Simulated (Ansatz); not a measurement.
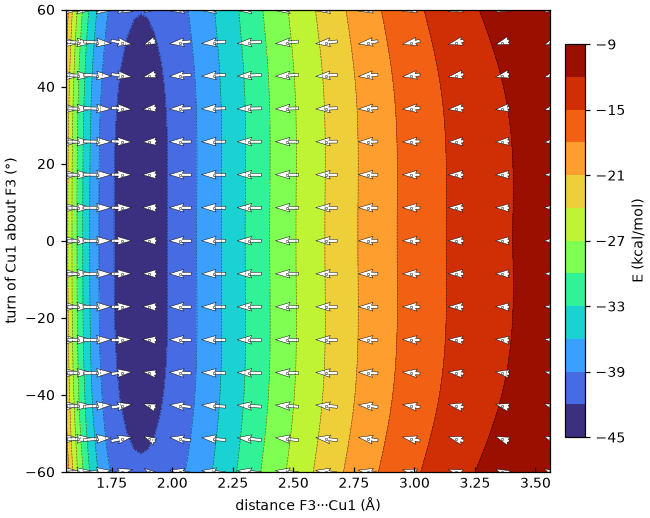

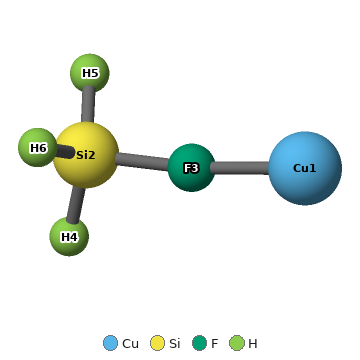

Energy landscape of CuFH3Si, charge +1. The turn is about an axis along (−0.99, −0.17, −0.03) in the frame of the relaxed pair, normal to the line between the partners. Coordinates scanned: (1) distance F3···Cu1; (2) turn of Cu1 about F3. Grid: 15 × 15 points. All energies are given in kcal/mol relative to the ion and the molecule far apart, frozen as in the relaxed pair, each in its own basis (no counterpoise correction). Level of theory: Ansatz, RKS SPW92 (LDA)/def2-TZVPD.

In the figure: filled contours, dots at the grid points, arrows along the force (downhill), their lengths compressed. Between grid points the surface is interpolated. The second picture is the structure at the lowest point.

Question: Describe this landscape.

Answer: The lowest grid point is at distance F3···Cu1 = 1.906 Å, turn of Cu1 about F3 = −8.6°, −43.2 kcal/mol from the ion and the molecule far apart, frozen as in the relaxed pair, each in its own basis (no counterpoise correction). The same energy is found at distance F3···Cu1 = 1.906 Å, turn of Cu1 about F3 = 8.6°. The highest grid point, distance F3···Cu1 = 3.560 Å, turn of Cu1 about F3 = −60.0°, lies 34.1 kcal/mol above the lowest.

The whole map (225 points run) took 14 min on 1 thread of Arm Neoverse V2, with other jobs on the host.
